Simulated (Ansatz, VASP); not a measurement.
# HoB2C2: VASP beside Ansatz

Wanted: the spread between two codes on one cell, functional and k mesh.

Main program and level: Ansatz 0.2.0; plane waves, with VASP 6.6.1 beside it; single point at PBEsol, DFT+U.

In doubt: a part-filled 4f shell, where there is one, can sit in one of many states, so energies may not be the lowest and differences between runs may mislead; derivatives with an open 4f shell can jump between states, which bears on forces and vibrations.

## Step 1: The structure

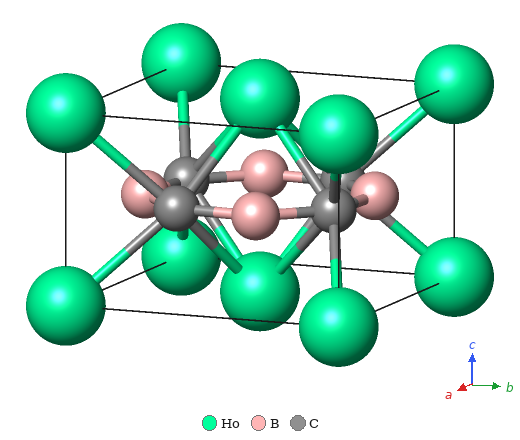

Start, viewed slightly off an axis; holmium green, boron pink, carbon grey. Some periodic images of atoms are drawn too.

## Step 2: Ansatz: single point, PBEsol, DFT+U

Ansatz runs on its default PAW (the set named soft_2) files.

With cell and atoms fixed, the geometry can't cause a difference; cores, projectors, grids and the points listed under the comparison can.

The input, input.yaml:

```yaml
crystal:
  lattice:
    - [5.3414, 0.0, 0.0]
    - [0.0, 5.3414, 0.0]
    - [0.0, 0.0, 3.5361]
  atoms:
    - { symbol: Ho, position: [0.0, 0.0, 0.0], spin: 4.0 }
    - { symbol: Ho, position: [0.5, 0.5, 0.0], spin: -4.0 }
    - { symbol: B, position: [0.3626, 0.8626, 0.5] }
    - { symbol: B, position: [0.1374, 0.3626, 0.5] }
    - { symbol: B, position: [0.6374, 0.1374, 0.5] }
    - { symbol: B, position: [0.8626, 0.6374, 0.5] }
    - { symbol: C, position: [0.162, 0.662, 0.5] }
    - { symbol: C, position: [0.338, 0.162, 0.5] }
    - { symbol: C, position: [0.838, 0.338, 0.5] }
    - { symbol: C, position: [0.662, 0.838, 0.5] }
hamiltonian:
  xc: pbesol
  pseudopotentials: { kind: paw }
  hubbard: { sites: [{ species: Ho, l: f, u_eff: 6.0 }] }
magnetization:
  spin_polarized: true
kpoints:
  mp_grid: { grid: [8, 8, 12] }
scf:
  occupations: { method: fermi_dirac, width: 0.05 }
  n_extra_bands: 12
output:
  forces: true
  stress: true
  eigenvalues: true
```

Launch:

```bash
ansatz run input.yaml --threads 4 --pin off --max-ram 9216MiB --backend cpu --events-out ev --progress --plain --runs-dir out
```

Numbers of over 12 decimals in the logs are rounded to 6 here.

The program printed:

```text
Ho: projections on atomic orbitals take those of the free atom [Kr 4d10] 4f11 5s2 5p6 5d0 6s2, of charge +0.00 (hamiltonian.pseudopotentials.projection_atoms); the dataset's partial waves leave at most 4.5e-4 of an orbital's norm unspanned inside its sphere
B: projections on atomic orbitals take those of the free atom [He] 2s2 2p1, of charge +0.00 (hamiltonian.pseudopotentials.projection_atoms); the dataset's partial waves leave at most 3.0e-9 of an orbital's norm unspanned inside its sphere
C: projections on atomic orbitals take those of the free atom [He] 2s2 2p2, of charge +0.00 (hamiltonian.pseudopotentials.projection_atoms); the dataset's partial waves leave at most 3.7e-9 of an orbital's norm unspanned inside its sphere
scf.n_extra_bands = 12 over 35 filled bands (N_el = 70.0): the run solves 47 bands
Engine: ansatz 0.2.0, x86_64-unknown-linux-gnu
Pseudopotentials: kind: paw
Pseudopotential: Ho, paw, valence charge 21, recommended cutoff 420 eV (normal), Ho.paw.azcp
Pseudopotential: B, paw, valence charge 3, recommended cutoff 420 eV (normal), B.paw.azcp
Pseudopotential: C, paw, valence charge 4, recommended cutoff 420 eV (normal), C.paw.azcp
Functional definition: PBEsol
  exchange = pbesol_x
  correlation = pbesol_c
Crystal: 10 atoms, lattice volume = 100.887 Å³
Basis set: ecut = 420 eV, 1947 PW (Γ), exchange–correlation on 72×72×48 points (8 copies of the dense FFT grid, shifted against one another)
Bands: 53, of which v1, the nominal top of the filled ones, is band 35 counted from 1 (34 counted from 0)
Symmetry: 8 space group operations
Space group: P4/m (ITA 83), of the structure as read, at distance tolerance 4.7e-5 Å
Magnetic group: BNS 127.393 (UNI 1053), of the structure as read, at distance tolerance 4.7e-5 Å
k-points: 126 of 768
Non-local potential: Ho, projectors of the file, l = 0: 3, l = 1: 2, l = 2: 2, l = 3: 3
Non-local potential: B, projectors of the file, l = 0: 2, l = 1: 2, l = 2: 1
Non-local potential: C, projectors of the file, l = 0: 2, l = 1: 2, l = 2: 1
PAW form: soft (Blöchl's): semilocal exchange-correlation on the pseudo side does not see the compensation charge
PAW frozen core: Ho, regenerated for the run's functional, and the local potential with it (the file was generated under x = pbe(κ = 0.804, μ = 0.219515), c = pbe(β = 0.066725))
PAW frozen core: B, regenerated for the run's functional, and the local potential with it (the file was generated under x = pbe(κ = 0.804, μ = 0.219515), c = pbe(β = 0.066725))
PAW frozen core: C, regenerated for the run's functional, and the local potential with it (the file was generated under x = pbe(κ = 0.804, μ = 0.219515), c = pbe(β = 0.066725))
PAW one-centre angular grid: Ho, 590 points (default); XC on 64 Gauss nodes
PAW one-centre angular grid: B, 110 points (default); XC on 64 Gauss nodes
PAW one-centre angular grid: C, 110 points (default); XC on 64 Gauss nodes
Initial density: superposition of atomic densities (chi_scale 0.1, normalization cell, long waves kept (reshape's long-wave potential 0.00 eV rms))
Starting magnetic order: altermagnet, g-wave, planar spin-momentum locking; spin-degenerate planes through Γ normal to [0 1 0], [1 -1 0], [1 0 0], [1 1 0] of the run's lattice
Initial wavefunctions: pseudopotential atomic-orbital guess
Functional: x = pbesol(κ = 0.804, μ = 0.123457), c = pbesol(β = 0.046)
SCF iter   1: F=—  HF=-24017.610130 eV  |F-HF|=—  |Δ(HF+E_count)|=         —  Δρ=5.84e-2 (↑5.81e-2 ↓5.84e-2)  dr2=1.04e1  dr2_m=1.05e0  M=0.005 μB ∫|m|=7.893 μB  β_m=0.30  ethr=3.10e-3  ⟨swp⟩=6.0  Hψ=51238  notcnv=0  defer=1005
preconditioner: auto → Kerker (q_TF=auto, 2.567 Å⁻¹)  [metal: Δε(μ)=0.018 eV  Ē_g=13.796 eV  σ=0.050 eV  W_gap=0.09  n_scr=30 (ndim 8)  ℏωp=30.0 eV  f_vac=0.000  D(μ)=1.63/eV (n_scr^D=8)]
spin=Collinear: Kerker preconditioning applied to the charge; magnetization (m = ρ↑ − ρ↓) channel mixes plain (no charge-response kernel on spin).
SCF iter   2: F=—  HF=-24016.850244 eV  |F-HF|=—  |Δ(HF+E_count)|=   7.60e-1  Δρ=4.33e-2 (↑4.33e-2 ↓4.32e-2)  dr2=5.49e0  dr2_m=6.71e-1  M=0.000 μB ∫|m|=7.985 μB  β_m=0.65  ethr=3.10e-3  ⟨swp⟩=2.3  Hψ=22629  notcnv=0
SCF iter   3: F=—  HF=-24016.588982 eV  |F-HF|=—  |Δ(HF+E_count)|=   2.61e-1  Δρ=1.32e-2 (↑1.30e-2 ↓1.32e-2)  dr2=5.38e-1  dr2_m=2.95e-3  M=-0.000 μB ∫|m|=8.240 μB  β_m=0.57  ethr=3.10e-3  ⟨swp⟩=2.8  Hψ=28637  notcnv=0  defer=2
SCF iter   4: F=—  HF=-24016.201916 eV  |F-HF|=—  |Δ(HF+E_count)|=   3.87e-1  Δρ=3.65e-3 (↑3.62e-3 ↓3.65e-3)  dr2=5.46e-2  dr2_m=1.79e-4  M=-0.000 μB ∫|m|=8.251 μB  β_m=0.66  ethr=7.69e-4  ⟨swp⟩=3.3  Hψ=31231  notcnv=0  defer=4
SCF iter   5: F=—  HF=-24016.200770 eV  |F-HF|=—  |Δ(HF+E_count)|=   1.15e-3  Δρ=1.67e-3 (↑1.67e-3 ↓1.64e-3)  dr2=1.64e-2  dr2_m=2.23e-4  M=-0.000 μB ∫|m|=8.235 μB  β_m=0.83  ethr=7.80e-5  ⟨swp⟩=2.0  Hψ=27943  notcnv=0
SCF iter   6: F=—  HF=-24016.209816 eV  |F-HF|=—  |Δ(HF+E_count)|=   9.05e-3  Δρ=7.69e-4 (↑7.69e-4 ↓7.61e-4)  dr2=3.16e-3  dr2_m=4.71e-5  M=-0.001 μB ∫|m|=8.216 μB  β_m=0.91  ethr=2.34e-5  ⟨swp⟩=2.1  Hψ=22773  notcnv=0
[...]
Starting moments: Σ|m| = 8 μB on 2 of 10 sites; this step starts from the density that it was given
Initial wavefunctions: those read from a saved state, or passed on in memory by an earlier step or the calling program
iter 1 solved again at ethr=1.79e-11 eV; its pass at ethr=1.43e-6 eV (dr2=1.25e-8 eV) is discarded
SCF iter   1: F=—  HF=-24016.278167 eV  |F-HF|=—  |Δ(HF+E_count)|=         —  Δρ=2.29e-6 (↑1.85e-6 ↓2.29e-6)  dr2=1.25e-8  dr2_m=2.45e-10  M=-0.000 μB ∫|m|=8.173 μB  ethr=1.79e-11  ⟨swp⟩=1.0  Hψ=170413  notcnv=0
preconditioner: auto → Kerker (q_TF=auto, 2.567 Å⁻¹)  [metal: Δε(μ)=0.004 eV  Ē_g=12.859 eV  σ=0.050 eV  W_gap=0.02  n_scr=30 (ndim 8)  ℏωp=30.0 eV  f_vac=0.000  D(μ)=1.67/eV (n_scr^D=8)]
spin=Collinear: Kerker preconditioning applied to the charge; magnetization (m = ρ↑ − ρ↓) channel mixes plain (no charge-response kernel on spin).
SCF iter   2: F=—  HF=-24016.278167 eV  |F-HF|=—  |Δ(HF+E_count)|=   6.44e-8  Δρ=7.18e-6 (↑5.56e-6 ↓7.18e-6)  dr2=1.60e-7  dr2_m=2.34e-9  M=-0.000 μB ∫|m|=8.173 μB  β_m=0.30  ethr=1.79e-11  ⟨swp⟩=8.8  Hψ=127027  notcnv=0
SCF iter   3: F=-24016.278167 eV  HF=-24016.278167 eV  |F-HF|=1.44e-8  |Δ(HF+E_count)|=   6.90e-8  Δρ=1.57e-6 (↑1.31e-6 ↓1.57e-6)  dr2=1.58e-8  dr2_m=6.18e-11  M=-0.000 μB ∫|m|=8.173 μB  ethr=1.79e-11  ⟨swp⟩=1.9  Hψ=120750  notcnv=0
SCF 2 converged in 3 iterations: F = -24016.278167 eV  dr2 = 1.58e-8
iter 1 solved again at ethr=3.56e-11 eV; its pass at ethr=1.43e-6 eV (dr2=2.50e-8 eV) is discarded
SCF iter   1: F=—  HF=-24016.278167 eV  |F-HF|=—  |Δ(HF+E_count)|=         —  Δρ=2.29e-6 (↑1.85e-6 ↓2.29e-6)  dr2=1.25e-8  dr2_m=2.45e-10  M=-0.000 μB ∫|m|=8.173 μB  ethr=3.56e-11  ⟨swp⟩=1.8  Hψ=243495  notcnv=0
spin=Collinear: Kerker preconditioning applied to the charge; magnetization (m = ρ↑ − ρ↓) channel mixes plain (no charge-response kernel on spin).
SCF iter   2: F=—  HF=-24016.278162 eV  |F-HF|=—  |Δ(HF+E_count)|=   4.62e-6  Δρ=5.29e-6 (↑5.29e-6 ↓3.79e-6)  dr2=6.64e-8  dr2_m=9.65e-9  M=0.000 μB ∫|m|=8.173 μB  ethr=1.43e-10  ⟨swp⟩=4.0  Hψ=111229  notcnv=0
SCF iter   3: F=-24016.278167 eV  HF=-24016.278167 eV  |F-HF|=1.88e-9  |Δ(HF+E_count)|=   4.71e-6  Δρ=6.25e-7 (↑6.25e-7 ↓6.24e-7)  dr2=1.87e-9  dr2_m=2.98e-11  M=0.000 μB ∫|m|=8.173 μB  ethr=1.43e-10  ⟨swp⟩=2.0  Hψ=57780  notcnv=0
an SCF along what the orbitals of the run's state read of its open shells (or to have them read: on a GPU, or by another smearing), with 4 of the crystal's symmetry operations given up (238 k-points in place of 126), reached no lower state that the run goes on to. This is no proof of a minimum
the search or the solves at the SCF's close seem to have found levels that the self-consistency loop had missed (the run counts 1). By its estimate they hold under 1e-12 electrons; where the run keeps them, the occupations were computed again with them
SCF converged after 21 iterations (8 of them in the search for the orbital order of the open f shells)
an eigenvalue changed by more than its tolerance at an iteration that met the thresholds in force, so the SCF went on 1 time: the last check found none over its tolerance
Magnetization: -0.0000 μB (35.0000 up, 35.0000 down)
Absolute magnetization: 8.1600 μB (∫|ρ↑−ρ↓|, with the PAW one-centre terms)
Spin contamination: 4.0256 ħ² per cell (⟨S²⟩ above its minimum at these occupations)
Per-site moments (μB) at R_I (Å): [(3.992738, 1.101784), (-3.992756, 1.101784), (1.0179803475559519e-7, 0.625065), (-4.346952882969084e-7, 0.625065), (1.0179803477461535e-7, 0.625065), (-4.346952883174955e-7, 0.625065), (1.4641523830173433e-6, 0.625065), (-2.573519879283658e-6, 0.625065), (1.4641523830104431e-6, 0.625065), (-2.5735198792632344e-6, 0.625065)]
Free energy (F): -24016.278167 eV
Harris-Foulkes:  -24016.278167 eV  (|F-HF|=3.56e-8)
Internal energy: -24016.264103 eV  (E = F + TS)
E sigma→0 (E₀):  -24016.271135 eV
Entropy (-TS):   -0.014064 eV (-1.406 meV/atom)
Fermi energy:    13.961232 eV
--- Per-component energies (eV) ---
  E_band       = 93.804950
  E_kinetic    = 1323.965515
  E_local      = -7891.389247  (includes V_loc(G=0)·N_el)
  E_nonlocal   = 1365.091885
  E_hartree    = 3314.325985
  E_xc         = -719.303094
  E_vxc        = -853.591677  (∫ρ·V_xc dr)
  E_hubbard    = 0.543747  (on-site DFT+U / exact-exchange correction)
  E_vhub       = -59.110369  (the Hubbard potential's part of the band-sum identity)
  E_paw        = -14441.848875  (= ΣΔE_a)
  E_vpaw       = -419.801632  (= ΣTr[D̂ρ^β])
  E_aug_tail   = 0.000068  (compensation charges beyond the density's cutoff)
  E_ewald      = -6969.575514
  E_core_change = 1.925427  (= ΣΔE_core)
  E_smearing   = -0.014064  (= −TS)
  E_closure    = 0.000000  (closes the sum)
  Σ components = -24016.278167   (vs F -24016.278167, Δ=0.00e0)
--- Forces (eV/Å), atoms counted from 1 ---
  atom   1  Ho     0.00000000     0.00000000     0.00000000
  atom   2  Ho     0.00000000     0.00000000     0.00000000
  atom   3  B      0.20591415     0.20592215     0.00000000
  atom   4  B     -0.19698057     0.19703916     0.00000000
  atom   5  B     -0.20591415    -0.20592215     0.00000000
  atom   6  B      0.19698057    -0.19703916     0.00000000
  atom   7  C     -0.09795521    -0.09797105     0.00000000
  atom   8  C      0.12067263    -0.12063632     0.00000000
  atom   9  C      0.09795521     0.09797105     0.00000000
  atom  10  C     -0.12067263     0.12063632     0.00000000
  max |Σ_I F_I| component: 5.55e-17 eV/Å
--- Stress (GPa, compression-positive) ---
       -3.229505       0.029838       0.000000
        0.029748      -3.229289       0.000000
        0.000000       0.000000      -4.360729
  P = ⅓ Tr σ = -3.6065 GPa (-36.065 kbar)
--- Band table (eV; the first three rows and the last of 476) ---
  k-point 0 ↑: bands = [... 31 lower, 11.8826, 11.8937, 12.1147, 12.9054, 14.5921, 14.8385, 14.8526, 14.8680, ... 8 higher]
  k-point 1 ↑: bands = [... 31 lower, 11.7199, 11.8690, 11.8784, 13.2404, 14.3247, 14.8375, 14.8380, 14.8418, ... 8 higher]
  k-point 2 ↑: bands = [... 31 lower, 11.4108, 11.8363, 11.8424, 13.5306, 14.0160, 14.7731, 14.8119, 14.8442, ... 8 higher]
  k-point 237 ↓: bands = [... 31 lower, 8.9208, 10.4595, 10.5892, 13.7971, 14.0129, 14.7622, 14.7649, 14.7770, ... 8 higher]
Occupation matrices written to <dir>
```

The job ended after 4.9 min (4 threads of AMD EPYC 7B13 (Zen 3), shared host; peak memory 5.9 GiB).

In the SCF lines HF is the Harris–Foulkes energy and dr2 the Hartree energy of the density residual, in eV; the loop may stop once dr2 is under the threshold and the program's other checks hold. Hψ counts applications of the Hamiltonian.

The run ends at a pressure of -3.61 GPa, with forces up to 0.29 eV/Å.

[end of part 1 of 2]

[Lines on the potential files, build, host, timing and source positions are cut from VASP's logs without a mark.]

[Logs are printed without paths, hosts, clocks, repeated set-up lines and the standing remarks that a program may print on its own settings, such as how far it seeks lower states.]

[Hosts, paths, dates, database ids (printed as entryN), source tags and the programs' standing remarks are cut or masked in the printed files.]
